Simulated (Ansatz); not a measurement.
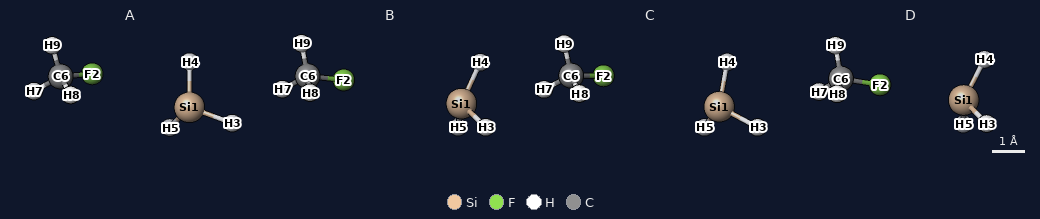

4 geometries from one relaxation of CH6FSi (multiplicity 2), in shuffled order. The picture is a ball-and-stick view, seen at a tilt.

The run prepares an end point of a later path (reaction) calculation, from a guessed geometry.

All numbers below come from Ansatz 0.2.0, UHF/def2-SVP. Settings: collinear spin; force threshold 0.03 eV/Å; at most 50 steps.

Question: Order the frames from highest to lowest energy.

Answer: D, B, C, A. They are steps 0, 6, 13, 21, at +5.90 kcal/mol, +0.93 kcal/mol, +0.51 kcal/mol relative to the last. After 20 accepted moves (21 points after the start) the energy has fallen by 5.90 kcal/mol. Largest force component: 0.64 eV/Å at the start, 0.023 eV/Å at the end. The line search rejected the trial step at point 4 of the run. The forces were under the threshold at step 7, but the run went on from there. The atom that moves furthest after the best rigid fit is H3 (0.97 Å). Largest moves by element: H 0.97 Å, F 0.72 Å, Si 0.46 Å, C 0.15 Å. Some distances before and after: F2–C6 1.349 → 1.359 Å. Among the angles between lasting bonds that change: H4–Si1–H5 109.4° → 111.8°. The run took 13 s on 2 threads of AMD EPYC 7R43 64-Core Processor (Zen 3), on a shared host, peak memory 0.15 GiB.

Limits of the set-up: the start holds two separate molecules, 2.8 Å apart at their closest, whose relative position is a soft coordinate and is computed without a dispersion correction; Hartree-Fock leaves out electron correlation.
